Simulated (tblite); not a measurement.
Geometry relaxation of C5H17ClF2O5Si5 (part 3 of 3)

The same run, continued: C5H17ClF2O5Si5; GFN2-xTB geometry optimisation, gas phase (tblite 0.8.0). 

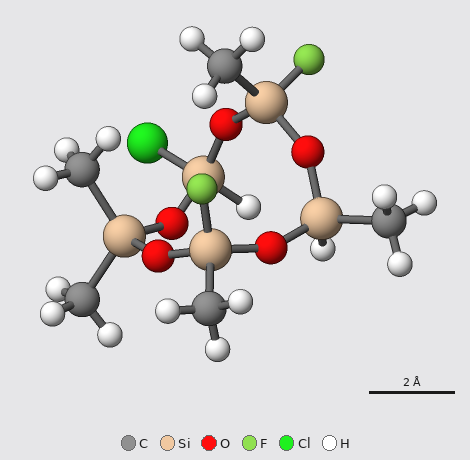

*The geometry at step 365 of the log (ball-and-stick view, seen at a tilt).*

Trajectory as extended XYZ, continued:
```
35
Properties=species:S:1:pos:R:3:forces:R:3 step=243 energy=-1717.04912
C     2.9148   -2.5682   -1.7723   -0.0040   0.0030  -0.0010
Si    1.5710   -1.2607   -1.5337   -0.0040   0.0030  -0.0060
O     2.1547   -0.1846   -0.4674    0.0050   0.0140  -0.0150
Si    2.4385    1.2717    0.1417    0.0130  -0.0130   0.0020
C     2.4513    1.2686    2.0231   -0.0170  -0.0130  -0.0010
F     3.8710    1.7031   -0.4593   -0.0210  -0.0060  -0.0040
O     1.4476    2.3812   -0.4919   -0.0040  -0.0140   0.0160
Si    0.1212    2.6021   -1.3848   -0.0050  -0.0010   0.0010
Cl   -0.4793    4.4341   -0.9190    0.0010  -0.0020  -0.0010
O    -1.0324    1.5500   -1.0045    0.0060  -0.0080   0.0030
Si   -1.9789    0.9422    0.1871    0.0240   0.0070   0.0140
C    -3.7697    1.3673   -0.2540    0.0010   0.0030  -0.0010
C    -1.3671    1.5375    1.8794   -0.0080   0.0130   0.0170
O    -1.8529   -0.6838    0.1050   -0.0020   0.0040  -0.0020
Si   -0.8670   -1.9456    0.2480    0.0040   0.0110   0.0020
C    -1.8787   -3.5286    0.2617    0.0010  -0.0070  -0.0080
F    -0.0812   -1.7436    1.6477   -0.0150  -0.0040   0.0140
O     0.2622   -1.9900   -0.8961    0.0080   0.0050   0.0220
H     3.1751   -3.0435   -0.8296    0.0000   0.0040  -0.0080
H     3.8167   -2.1192   -2.1753    0.0010  -0.0190  -0.0020
H     2.5942   -3.3463   -2.4567    0.0040  -0.0030  -0.0030
H     1.0984   -0.5770   -2.7320    0.0030   0.0110  -0.0020
H     3.4710    1.1980    2.3911   -0.0150   0.0060  -0.0130
H     2.0145    2.1743    2.4348    0.0100  -0.0280  -0.0110
H     1.9039    0.4155    2.4142    0.0000   0.0190   0.0060
H     0.3832    2.4102   -2.7943    0.0080   0.0000  -0.0060
H    -4.0242    1.0135   -1.2481   -0.0040  -0.0080  -0.0160
H    -4.4674    0.9188    0.4440   -0.0020  -0.0140   0.0100
H    -3.9274    2.4402   -0.2365    0.0020   0.0200  -0.0030
H    -1.0390    2.5722    1.8434   -0.0040   0.0080  -0.0020
H    -0.5275    0.9297    2.2053   -0.0020   0.0100  -0.0020
H    -2.1353    1.4625    2.6429   -0.0130   0.0020   0.0090
H    -2.4170   -3.6602   -0.6699    0.0000  -0.0120  -0.0190
H    -1.2461   -4.3970    0.4062    0.0150  -0.0090  -0.0020
H    -2.6100   -3.5118    1.0626    0.0150   0.0170   0.0120
35
Properties=species:S:1:pos:R:3:forces:R:3 step=284 energy=-1717.06752
C     2.8464   -2.6444   -1.8817   -0.0060   0.0030  -0.0070
Si    1.6271   -1.2311   -1.5844    0.0010   0.0170   0.0100
O     2.3875   -0.1349   -0.6603    0.0040   0.0000   0.0120
Si    2.4744    1.2508    0.1482    0.0090  -0.0050  -0.0190
C     2.3622    1.0758    2.0167    0.0000  -0.0150  -0.0030
F     3.8968    1.8563   -0.3006    0.0200  -0.0040  -0.0060
O     1.4319    2.3351   -0.4420    0.0000   0.0010   0.0040
Si    0.1403    2.5624   -1.3800    0.0020   0.0140  -0.0040
Cl   -0.3927    4.4378   -1.0162   -0.0120  -0.0200  -0.0010
O    -1.0534    1.5699   -0.9641    0.0090   0.0100  -0.0010
Si   -2.0054    0.9948    0.2377   -0.0170   0.0050   0.0040
C    -3.7903    1.3553   -0.2755   -0.0140   0.0080  -0.0110
C    -1.4858    1.7037    1.9172   -0.0020   0.0120   0.0080
O    -1.8202   -0.6288    0.2392    0.0070   0.0090   0.0060
Si   -0.7872   -1.8548    0.3501   -0.0020  -0.0140  -0.0070
C    -1.7103   -3.4915    0.2969    0.0030   0.0070   0.0120
F    -0.0189   -1.6588    1.7605    0.0080   0.0070  -0.0140
O     0.3463   -1.8349   -0.7869    0.0170   0.0020   0.0030
H     3.1216   -3.1368   -0.9523   -0.0050   0.0020  -0.0100
H     3.7588   -2.2887   -2.3490   -0.0110   0.0080   0.0060
H     2.4093   -3.3913   -2.5361    0.0180  -0.0250   0.0110
H     1.0826   -0.5831   -2.7715    0.0060   0.0220  -0.0140
H     3.3573    1.0803    2.4518   -0.0030  -0.0110   0.0080
H     1.8036    1.8905    2.4677    0.0170   0.0120  -0.0090
H     1.8843    0.1425    2.2965   -0.0230  -0.0210   0.0090
H     0.4170    2.2952   -2.7753   -0.0070   0.0040   0.0110
H    -3.9979    0.9774   -1.2721   -0.0150  -0.0100   0.0070
H    -4.5034    0.9068    0.4074    0.0110  -0.0170  -0.0090
H    -3.9716    2.4250   -0.2862   -0.0100   0.0100  -0.0090
H    -1.2260    2.7553    1.8353    0.0140   0.0030   0.0010
H    -0.6223    1.1710    2.3063   -0.0080   0.0070  -0.0060
H    -2.2779    1.6204    2.6553   -0.0050  -0.0100   0.0050
H    -2.2328   -3.6209   -0.6454    0.0070  -0.0050   0.0250
H    -1.0193   -4.3206    0.4106   -0.0270  -0.0010   0.0020
H    -2.4432   -3.5531    1.0946    0.0120  -0.0040  -0.0120
35
Properties=species:S:1:pos:R:3:forces:R:3 step=325 energy=-1717.08333
C     2.8253   -2.6645   -1.9230   -0.0020  -0.0030  -0.0030
Si    1.6531   -1.2073   -1.6430    0.0220  -0.0150  -0.0150
O     2.4627   -0.1347   -0.7333   -0.0130  -0.0160   0.0040
Si    2.5194    1.2137    0.1394   -0.0050  -0.0150  -0.0060
C     2.3705    0.9565    1.9937    0.0050  -0.0060   0.0010
F     3.9366    1.8565   -0.2710   -0.0020   0.0010   0.0000
O     1.4564    2.3004   -0.4072    0.0000   0.0060  -0.0060
Si    0.1583    2.5966   -1.3145   -0.0090   0.0070  -0.0090
Cl   -0.3086    4.4742   -0.8789   -0.0130  -0.0020  -0.0100
O    -1.0721    1.6401   -0.9213    0.0030  -0.0060  -0.0030
Si   -2.0393    1.0299    0.2498   -0.0130   0.0230   0.0140
C    -3.8246    1.2645   -0.3343   -0.0020  -0.0010  -0.0060
C    -1.6111    1.8023    1.9280    0.0070  -0.0040   0.0030
O    -1.7677   -0.5807    0.3029   -0.0070   0.0100  -0.0090
Si   -0.7265   -1.8022    0.3482    0.0040  -0.0010   0.0010
C    -1.6454   -3.4421    0.3713   -0.0060  -0.0090  -0.0050
F     0.1047   -1.6132    1.7223    0.0230   0.0050   0.0150
O     0.3434   -1.7539   -0.8484    0.0150   0.0050  -0.0100
H     3.1468   -3.1021   -0.9808   -0.0020   0.0050  -0.0120
H     3.7148   -2.3532   -2.4614   -0.0150  -0.0070   0.0120
H     2.3436   -3.4456   -2.5025    0.0090   0.0060   0.0060
H     1.1484   -0.5398   -2.8384   -0.0190  -0.0050   0.0180
H     3.3182    0.6295    2.4101    0.0100   0.0000   0.0060
H     2.0876    1.8756    2.4976    0.0040   0.0120   0.0160
H     1.6311    0.1984    2.2289   -0.0050  -0.0120   0.0080
H     0.4019    2.3613   -2.7215    0.0060   0.0110   0.0040
H    -3.9809    0.8259   -1.3154    0.0000   0.0020   0.0000
H    -4.5252    0.7986    0.3504    0.0050   0.0020  -0.0050
H    -4.0753    2.3182   -0.4002    0.0000  -0.0080  -0.0010
H    -1.4249    2.8688    1.8332   -0.0090  -0.0170   0.0030
H    -0.7159    1.3423    2.3386   -0.0040   0.0160   0.0080
H    -2.4079    1.6695    2.6541    0.0110   0.0010  -0.0040
H    -2.1760   -3.6159   -0.5582   -0.0070  -0.0050  -0.0050
H    -0.9606   -4.2702    0.5210    0.0130   0.0100  -0.0070
H    -2.3720   -3.4649    1.1765   -0.0020   0.0100  -0.0030
35
Properties=species:S:1:pos:R:3:forces:R:3 step=365 energy=-1717.08683
C     2.8024   -2.6683   -1.9471   -0.0020  -0.0040   0.0020
Si    1.6441   -1.2042   -1.6521    0.0000  -0.0100  -0.0180
O     2.4682   -0.1442   -0.7416   -0.0050   0.0010  -0.0050
Si    2.5323    1.1911    0.1494   -0.0010   0.0020   0.0240
C     2.4588    0.9086    2.0050    0.0030  -0.0050   0.0250
F     3.9284    1.8564   -0.2978    0.0040   0.0060  -0.0030
O     1.4380    2.2750   -0.3383   -0.0010   0.0050  -0.0040
Si    0.1626    2.6002   -1.2685   -0.0030  -0.0040  -0.0030
Cl   -0.2984    4.4783   -0.8338   -0.0030   0.0120   0.0150
O    -1.0851    1.6542   -0.9054    0.0050  -0.0060   0.0060
Si   -2.0625    1.0410    0.2566   -0.0010   0.0110  -0.0020
C    -3.8320    1.2132   -0.3938   -0.0030  -0.0010   0.0000
C    -1.7012    1.8627    1.9268   -0.0090  -0.0100  -0.0110
O    -1.7456   -0.5583    0.3628    0.0060   0.0140  -0.0070
Si   -0.7047   -1.7807    0.3752   -0.0020   0.0070  -0.0030
C    -1.6295   -3.4168    0.3882   -0.0080  -0.0070   0.0030
F     0.1573   -1.6023    1.7316    0.0030  -0.0010  -0.0040
O     0.3345   -1.7337   -0.8480    0.0050   0.0000   0.0030
H     3.1473   -3.0980   -1.0099   -0.0030   0.0010   0.0010
H     3.6786   -2.3650   -2.5105   -0.0030  -0.0060  -0.0010
H     2.3029   -3.4526   -2.5060    0.0080  -0.0020  -0.0040
H     1.1247   -0.5355   -2.8403   -0.0010   0.0100   0.0120
H     3.3856    0.4672    2.3590    0.0140   0.0000  -0.0110
H     2.3171    1.8435    2.5395   -0.0090   0.0040   0.0010
H     1.6541    0.2343    2.2795   -0.0070   0.0050  -0.0170
H     0.4280    2.3882   -2.6746    0.0060  -0.0150  -0.0080
H    -3.9360    0.7585   -1.3744   -0.0040  -0.0040  -0.0050
H    -4.5431    0.7334    0.2696   -0.0010  -0.0040   0.0030
H    -4.1143    2.2570   -0.4833    0.0030   0.0000   0.0000
H    -1.6871    2.9443    1.8331    0.0020   0.0180   0.0020
H    -0.7312    1.5497    2.3035    0.0210   0.0040   0.0020
H    -2.4411    1.6061    2.6786   -0.0060  -0.0070   0.0000
H    -2.1585   -3.5818   -0.5438   -0.0030  -0.0060  -0.0100
H    -0.9472   -4.2474    0.5331    0.0080  -0.0040   0.0000
H    -2.3589   -3.4415    1.1901   -0.0080  -0.0020   0.0160
35
Properties=species:S:1:pos:R:3:forces:R:3 step=406 energy=-1717.08854
C     2.7850   -2.6680   -1.9618   -0.0010  -0.0010   0.0010
Si    1.6363   -1.1976   -1.6588   -0.0010   0.0000  -0.0020
O     2.4649   -0.1463   -0.7414   -0.0010   0.0020  -0.0010
Si    2.5381    1.1794    0.1638    0.0020   0.0040  -0.0020
C     2.5150    0.8735    2.0168   -0.0010   0.0010  -0.0020
F     3.9158    1.8641   -0.3126    0.0030   0.0010  -0.0010
O     1.4202    2.2583   -0.2802    0.0000  -0.0040   0.0010
Si    0.1736    2.6073   -1.2410    0.0040  -0.0070   0.0030
Cl   -0.2741    4.4859   -0.7938   -0.0020   0.0010   0.0010
O    -1.0938    1.6730   -0.9152   -0.0010   0.0050   0.0020
Si   -2.0751    1.0541    0.2403    0.0030  -0.0020  -0.0010
C    -3.8408    1.1837   -0.4304    0.0020   0.0000   0.0020
C    -1.7442    1.8921    1.9081   -0.0020   0.0000   0.0010
O    -1.7346   -0.5385    0.3679    0.0000  -0.0010  -0.0030
Si   -0.7010   -1.7662    0.3778    0.0030   0.0020   0.0000
C    -1.6283   -3.4014    0.4170   -0.0030  -0.0030   0.0000
F     0.1757   -1.5842    1.7242    0.0010  -0.0010   0.0000
O     0.3264   -1.7296   -0.8560    0.0020  -0.0030   0.0010
H     3.1178   -3.1087   -1.0253    0.0010  -0.0010   0.0020
H     3.6685   -2.3685   -2.5154    0.0000   0.0030   0.0000
H     2.2844   -3.4436   -2.5317   -0.0020   0.0000  -0.0030
H     1.1172   -0.5114   -2.8368    0.0010  -0.0010   0.0030
H     3.4614    0.4508    2.3404   -0.0010  -0.0020   0.0000
H     2.3624    1.7974    2.5674   -0.0030  -0.0040   0.0010
H     1.7317    0.1766    2.2961   -0.0010   0.0040   0.0050
H     0.4699    2.3970   -2.6414   -0.0040   0.0000  -0.0020
H    -3.9233    0.7268   -1.4122   -0.0020   0.0020   0.0020
H    -4.5437    0.6833    0.2267   -0.0040   0.0010  -0.0020
H    -4.1505    2.2194   -0.5212    0.0010  -0.0010  -0.0020
H    -1.8760    2.9682    1.8397    0.0020   0.0010   0.0000
H    -0.7230    1.7052    2.2312    0.0030   0.0020  -0.0050
H    -2.4064    1.5261    2.6868    0.0000  -0.0010   0.0000
H    -2.1734   -3.5739   -0.5045   -0.0040   0.0010  -0.0060
H    -0.9443   -4.2318    0.5560    0.0080   0.0000   0.0010
H    -2.3433   -3.4200    1.2322   -0.0030   0.0020   0.0070
35
Properties=species:S:1:pos:R:3:forces:R:3 step=447 energy=-1717.08908
C     2.7943   -2.6616   -1.9765    0.0000   0.0010  -0.0010
Si    1.6377   -1.2034   -1.6471   -0.0010   0.0010   0.0000
O     2.4638   -0.1543   -0.7248    0.0000   0.0010  -0.0020
Si    2.5307    1.1774    0.1723   -0.0010   0.0000   0.0000
C     2.4869    0.8835    2.0270    0.0000  -0.0010   0.0020
F     3.9132    1.8588   -0.2946    0.0010  -0.0030   0.0010
O     1.4183    2.2539   -0.2903    0.0010   0.0030   0.0000
Si    0.1723    2.6061   -1.2503    0.0000   0.0040  -0.0010
Cl   -0.2825    4.4800   -0.7898    0.0010  -0.0010  -0.0010
O    -1.0934    1.6662   -0.9339    0.0020   0.0000  -0.0010
Si   -2.0682    1.0490    0.2281    0.0000  -0.0010   0.0000
C    -3.8391    1.1934   -0.4247   -0.0030   0.0000   0.0000
C    -1.7131    1.8840    1.8922    0.0000   0.0020   0.0030
O    -1.7365   -0.5463    0.3433    0.0010  -0.0020   0.0000
Si   -0.7043   -1.7748    0.3816    0.0010  -0.0030   0.0000
C    -1.6341   -3.4086    0.4258   -0.0010  -0.0010   0.0000
F     0.1558   -1.5783    1.7366   -0.0010  -0.0020   0.0010
O     0.3413   -1.7572   -0.8373   -0.0010   0.0000  -0.0010
H     3.1166   -3.1296   -1.0496    0.0000   0.0020  -0.0010
H     3.6834   -2.3430   -2.5102    0.0000  -0.0010   0.0000
H     2.3026   -3.4208   -2.5757    0.0010   0.0000   0.0000
H     1.1058   -0.5093   -2.8146    0.0000   0.0020  -0.0010
H     3.4216    0.4431    2.3610    0.0010   0.0010   0.0000
H     2.3490    1.8136    2.5709    0.0000   0.0000   0.0000
H     1.6876    0.2046    2.3057   -0.0020   0.0010  -0.0010
H     0.4687    2.4071   -2.6523    0.0020  -0.0020   0.0010
H    -3.9396    0.7215   -1.3976   -0.0010  -0.0010  -0.0010
H    -4.5430    0.7157    0.2480   -0.0020  -0.0020   0.0010
H    -4.1338    2.2321   -0.5301    0.0020   0.0030   0.0000
H    -1.8801    2.9560    1.8365    0.0010   0.0000   0.0020
H    -0.6763    1.7276    2.1799   -0.0010   0.0010  -0.0010
H    -2.3379    1.4920    2.6890   -0.0010  -0.0020  -0.0010
H    -2.2045   -3.5690   -0.4827   -0.0010   0.0020   0.0000
H    -0.9477   -4.2414    0.5364    0.0010   0.0010   0.0020
H    -2.3270   -3.4353    1.2600    0.0010   0.0000   0.0010
```

Key numbers:

```csv
quantity,value
outcome,converged
total energy,−1717.0891 eV
hardware,"1 CPU thread, shared host"
wall time,24 s
peak memory,2.3 GiB
```
